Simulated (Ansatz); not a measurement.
ClF$_{2}$HOTi···H$_{2}$O

Input file:

```
crystal:
  periodic: [false, false, false]
  atoms:
    - { symbol: Ti, position_ang: [-0.06367, 0.188515, -0.088585] }
    - { symbol: Cl, position_ang: [-0.192907, 0.271097, 2.235497] }
    - { symbol: F, position_ang: [1.50182, 0.482244, -0.730242] }
    - { symbol: O, position_ang: [-1.060202, 1.480576, -0.643982] }
    - { symbol: H, position_ang: [-1.958121, 1.749278, -0.817838] }
    - { symbol: F, position_ang: [-0.802952, -1.259475, -0.673356] }
    - { symbol: O, position_ang: [1.39867, -2.28182, 1.094007] }
    - { symbol: H, position_ang: [0.703907, -2.907197, 0.892742] }
    - { symbol: H, position_ang: [1.140856, -1.908518, 1.959658] }
basis:
  gaussian: { orbitals: def2-SVP }
hamiltonian:
  xc: { name: BHLYP }
  dispersion: d4
relax:
  f_tol: 0.03
  max_steps: 50
output:
  orbitals: {}
```

Launched as:

```sh
ansatz run input.yaml --threads 4 --pin off --max-ram 5120MiB --backend cpu --events-out ev --progress --plain --runs-dir out
```

The fields are those of the run's last geometry, not of the input's.

The calculation used Ansatz 0.2.0, RKS BHLYP-D4/def2-SVP.

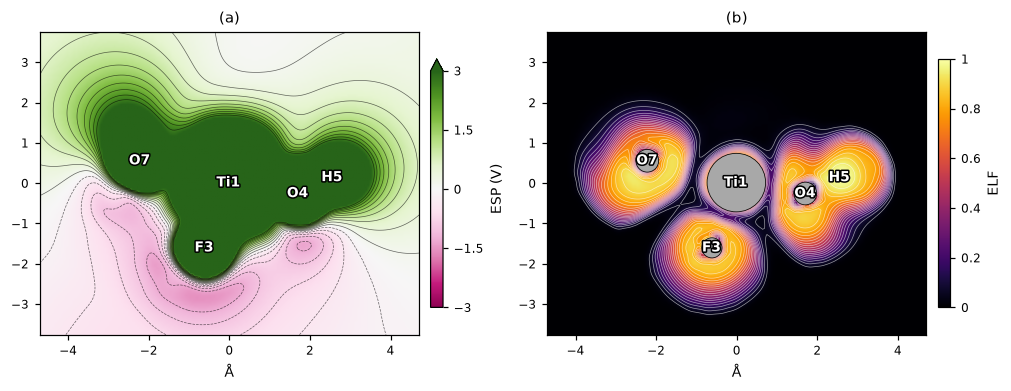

Figure 1. (a) molecular electrostatic potential; (b) electron localisation function on the plane of atoms F3, Ti1 and O4. Grey discs cover the atomic cores in the ELF map.

**What do the fields say about this system?**

The plane passes through Ti, F, O and H nuclei.
Ti1···O7 (2.28 Å): the ELF peaks at about 0.90 in the valence shell of O, 0.6 Å from its nucleus, and is about 0.10 at the midpoint.
Ti–F (1.73 Å): the ELF peaks at about 0.80 in the valence shell of F, 0.5 Å from its nucleus, and drops to about 0.20 between the two atoms.
Ti–O (1.73 Å): the ELF peaks at about 0.80 in the valence shell of O, 0.5 Å from its nucleus, and drops to about 0.25 between the two atoms.
O–H (0.95 Å): the ELF climbs to about 1 towards the hydrogen, as it does in any bond to H (a covalent bond by its length).
The ELF also peaks beside O7, away from the bonds: lone-pair regions.
Outside the dense part of the complex the potential is most negative (−1.5 V) near F3.

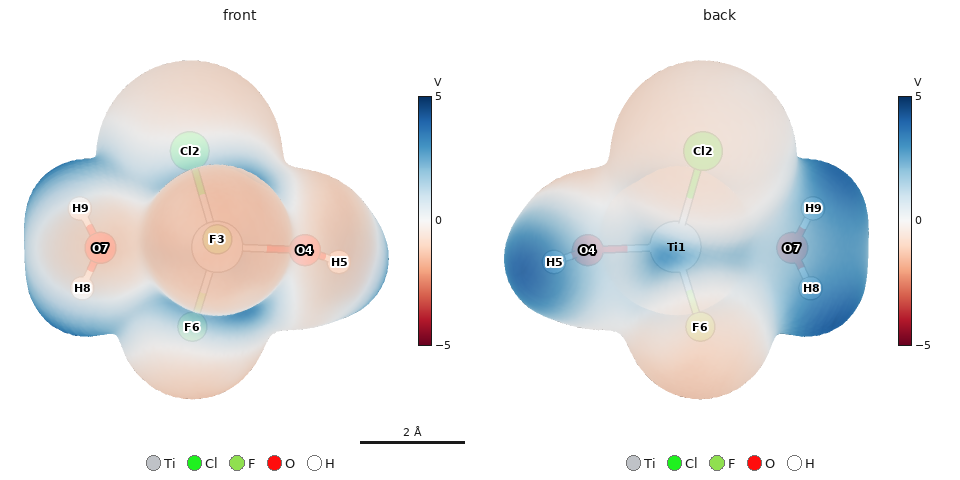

Figure 2. The electrostatic potential painted on the density surface at 0.004 e/bohr³, seen from the front and from behind; the colour scale runs from red (negative) to blue (positive).

**Describe the electrostatic potential map.**

The most negative region (about −1.5 V) lies over F3, the most positive (about +4.0 V) over H5 and H8.

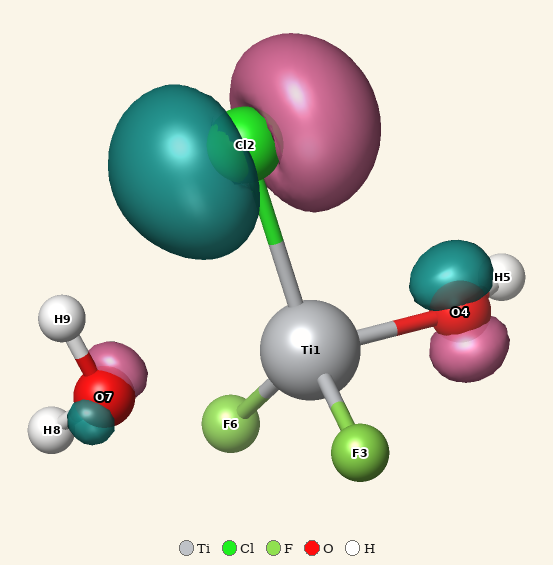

Figure 3. The HOMO at ±0.2 Å⁻³ᐟ² (teal and pink are the two phases), seen at a tilt.

**What is the character of this orbital?**

By Hirshfeld shares it lies mainly on Cl2 (about 80 %) and O4 (about 10 %); largely a lone pair of Cl2. Its energy is −9.95 eV.

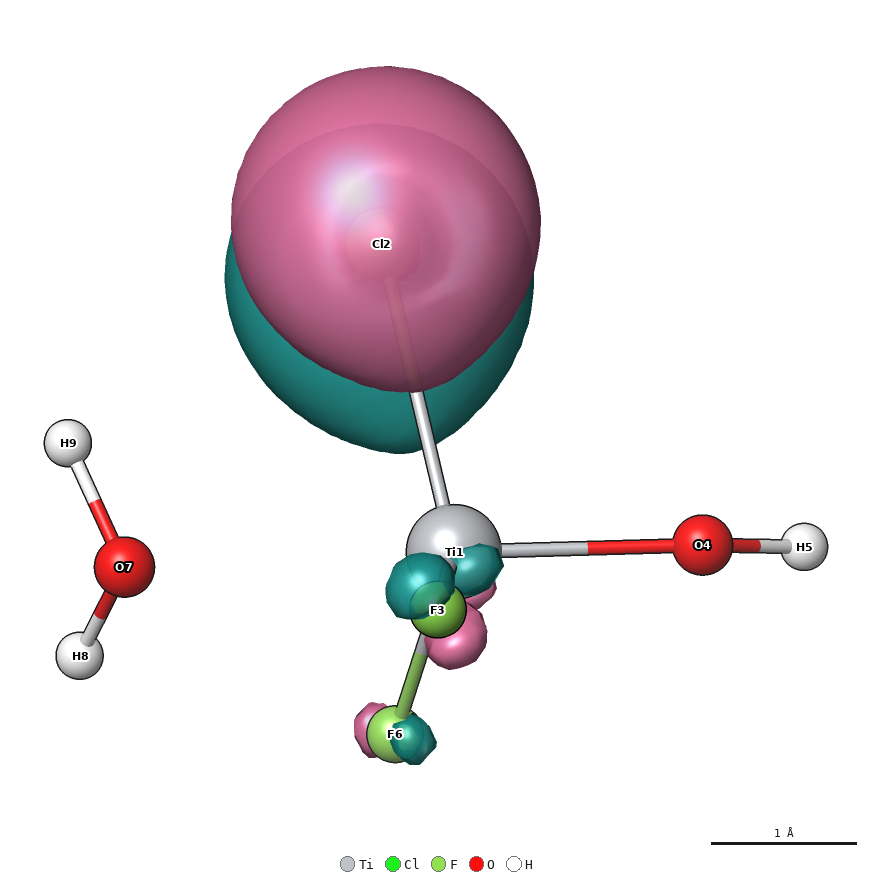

Figure 4. The HOMO−1 at ±0.15 Å⁻³ᐟ² (teal and pink are the two phases), seen across its widest extent.

**Where does this orbital lie, and at what energy?**

By Hirshfeld shares it lies mainly on Cl2 (about 90 %) and Ti1 (about 10 %); largely a lone pair of Cl2. Its energy is −10.21 eV.
